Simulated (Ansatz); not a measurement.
Predicting a hybrid from its neighbours: HF (hydrogen fluoride)

The species is HF (2 atoms), meant as a singlet with charge 0. As SMILES, `F`. Geometry: relaxed at PBE0-D4/def2-TZVP.

The vertical energy of the triplet above the singlet y, in eV, basis cc-pVTZ; a is the functional's share of exact exchange. Programs: Ansatz 0.2.0.

```
functional  program     a  y (eV)
       PBE   Ansatz     0   10.21
    revPBE   Ansatz     0   10.14
     B3LYP   Ansatz   0.2       ?
   r2SCAN0   Ansatz  0.25    9.94
      PBE0   Ansatz  0.25   10.06
     BHLYP   Ansatz   0.5    9.91
```

Question: Fit y = c + s·a to the known rows and predict B3LYP.

Answer: 
1. Means of the 5 rows: a = 0.2000, y = 10.052.
2. Σ(Δa)² = 0.175, Σ(Δa·Δy) = -0.097, so the slope is -0.097/0.175 = -0.55429.
3. Intercept: 10.052 − (-0.55429) × 0.2000 = 10.163. The largest residual of the fit is 0.084.
4. B3LYP: 10.163 + (-0.55429) × 0.2 = 10.05 eV.

The run gave 10.16 eV, so the prediction is off by -0.11 eV, about the scatter of the fit. Exact exchange favours the state with more unpaired electrons. The rows mix families of semi-local functionals, which the line can't see.

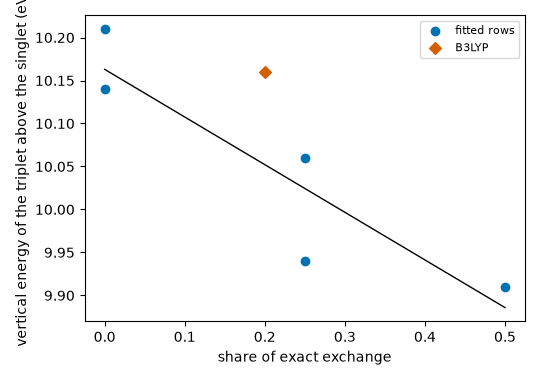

The fitted line, with the withheld row.
